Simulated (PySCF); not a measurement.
Potential energy curve for N2 (cation, charge +1), doublet.

Methods: UHF/cc-pVDZ (PySCF); ROHF/cc-pVDZ (PySCF); UKS-B3LYP/6-31G* = unrestricted B3LYP/6-31G*, spherical d (PySCF).

Energies are in mEh, each relative to the lowest point of its own curve near equilibrium.

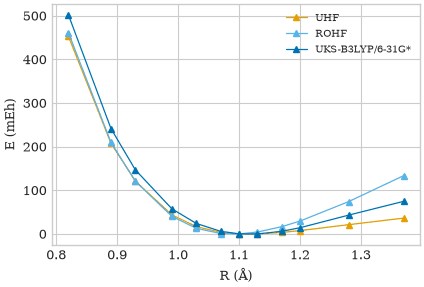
Energy against bond length for each method.

```json
[
 {"R / Å": "0.82", "UHF": "453.4", "ROHF": "461.7", "UKS-B3LYP/6-31G*": "502.6"},
 {"R / Å": "0.89", "UHF": "207.6", "ROHF": "209.6", "UKS-B3LYP/6-31G*": "241.3"},
 {"R / Å": "0.93", "UHF": "121.3", "ROHF": "120.7", "UKS-B3LYP/6-31G*": "146.8"},
 {"R / Å": "0.99", "UHF": "43.6", "ROHF": "40.2", "UKS-B3LYP/6-31G*": "57.5"},
 {"R / Å": "1.03", "UHF": "16.8", "ROHF": "12.9", "UKS-B3LYP/6-31G*": "24.1"},
 {"R / Å": "1.07", "UHF": "3.7", "ROHF": "1.0", "UKS-B3LYP/6-31G*": "6.0"},
 {"R / Å": "1.10", "UHF": "0.1", "ROHF": "0.0", "UKS-B3LYP/6-31G*": "0.4"},
 {"R / Å": "1.13", "UHF": "0.0", "ROHF": "4.3", "UKS-B3LYP/6-31G*": "0.0"},
 {"R / Å": "1.17", "UHF": "3.4", "ROHF": "16.6", "UKS-B3LYP/6-31G*": "6.0"},
 {"R / Å": "1.20", "UHF": "7.6", "ROHF": "29.5", "UKS-B3LYP/6-31G*": "14.2"},
 {"R / Å": "1.28", "UHF": "21.3", "ROHF": "74.2", "UKS-B3LYP/6-31G*": "43.2"},
 {"R / Å": "1.37", "UHF": "36.3", "ROHF": "133.5", "UKS-B3LYP/6-31G*": "74.7"}
]
```

At the longest distance, 1.37 Å, ROHF lies highest above its minimum (133.5 mEh) and UHF lowest (36.3 mEh).

The scan ran from 0.82 to 4.36 Å; beyond the distances shown one of the unrestricted levels run for this scan, shown here or not, changes its spin distribution in one step. The unrestricted determinant behind UHF is spin-contaminated at 1.03 to 1.37 Å (<S²> up to 2.3, against 0.75 for a pure doublet).
